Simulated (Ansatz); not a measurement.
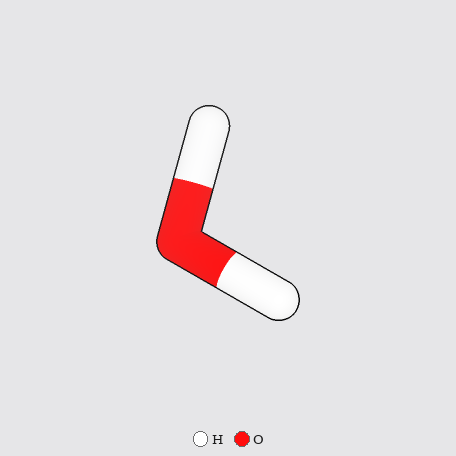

Rendered structure (stick style).

Computed geometry: PBE0-D4/def2-TZVP optimisation.

What is the molecular formula?

H2O, 3 atoms: 2 hydrogen and 1 oxygen.

What is the point group of this geometry?

C2v.

How many bonds of each kind are drawn?

2 O–H. Sticks follow a distance rule.

The parts below concern this one geometry. Atoms keep their numbers from picture to picture.

## Electronic properties

Method: RKS PBE0-D4/def2-TZVPP (Ansatz 0.2.0).

What is the HOMO energy (Kohn–Sham orbital)?

−8.90 eV.

What is the LUMO energy (Kohn–Sham orbital)?

0.85 eV.

## Vibrations

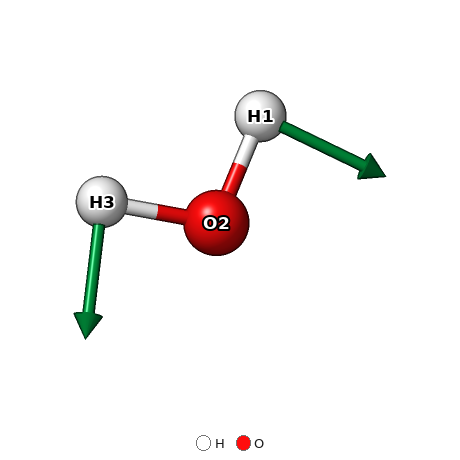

The arrows show one normal mode. Harmonic vibrations computed with RKS PBE0-D4/def2-TZVP (Ansatz 0.2.0) at a stationary point of the same level.

Describe the motion.

Mostly H–O–H bending.

At what wavenumber does it lie?

1623 cm⁻¹; it is mode 1 of 3 counted from the lowest.

## Dipole moment

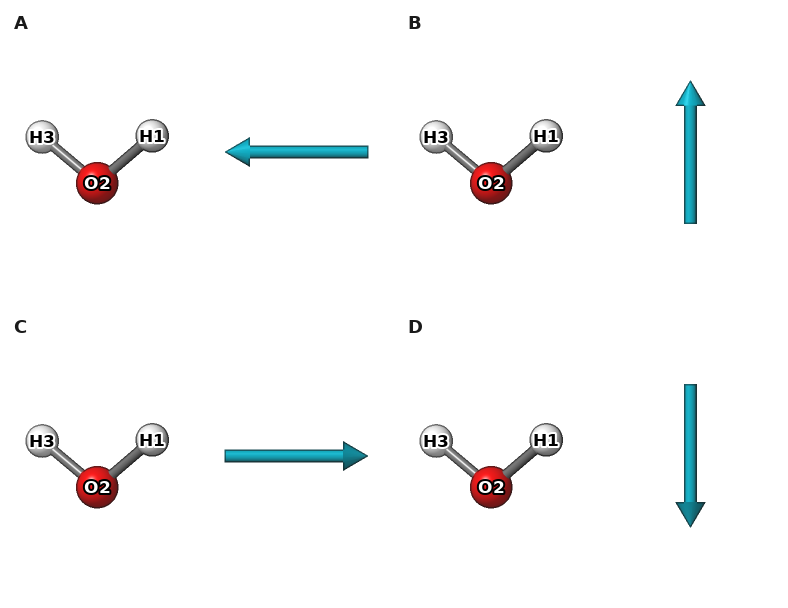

The same molecule four times, each with an arrow. Level of theory: RKS PBE0-D4/def2-TZVP (Ansatz 0.2.0).

Which arrow points along the dipole moment, from the negative to the positive end?

B. The dipole moment is 2.07 D; it points from the side of O2 to the side of H1, H3 (the outermost atoms at the two ends).

## Charges

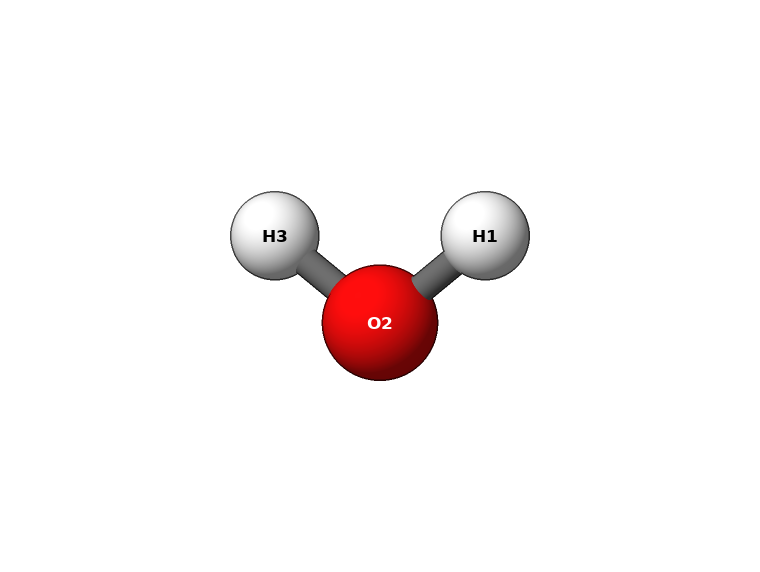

The questions are on Mulliken charges. Level of theory: RKS PBE0-D4/def2-TZVP (Ansatz 0.2.0).

List the Mulliken charges.

```json
{"atom": "H1", "value (e)": "0.32"}
{"atom": "O2", "value (e)": "−0.65"}
{"atom": "H3", "value (e)": "0.32"}
```

Mulliken values depend strongly on the basis set and can even reverse the polarity of a bond.
